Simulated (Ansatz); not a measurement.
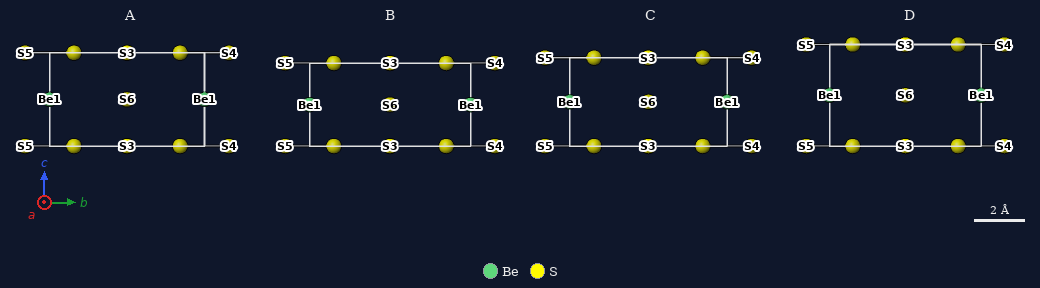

4 geometries from one relaxation of crystalline BeS₅ (a generated structure, set up in P4/mmm) (coarse preliminary run), in shuffled order. The picture is a ball-and-stick view of the cell of the calculation, seen along the a axis.

The calculation used DFT PBE, scalar-relativistic, plane waves, PAW (Ansatz). Set-up: plane-wave cutoff 420 eV; k-point mesh 4 × 4 × 4; occupations gaussian; smearing width 0.1 eV; no spin polarisation; cell and atoms relaxed; force threshold 0.04 eV/Å; at most 70 steps.

> Put them in the order of the run, from the start to the converged end.

D, A, C, B. They are steps 0, 4, 5, 8, at +61.1 meV per atom, +30.0 meV per atom, +12.8 meV per atom relative to the last. The largest moves relative to the cell, 0.012 Å, are those of S atoms. Be stays in place. The volume changes by −7.9 %, with a = b 6.072 → 6.445 Å (+6.1 %), c 4.065 → 3.322 Å (−18.3 %). Near-neighbour distances that change, for instance: S–S 1.856 → 1.947 Å. The space group stays P4/mmm (No. 123). After 7 accepted moves (8 points after the start) the energy has fallen by 61.1 meV per atom. The largest force component goes from 1.9 to 0.014 eV/Å. Pressure: 2.39 GPa at the start and 0.03 GPa at the end. At 1 point the geometry stayed and the basis and grid were re-selected for the new cell (energy shift of 0.1 meV per atom at most each time).

Limits of the set-up: the k-point mesh is coarse for a cell with partly filled bands.
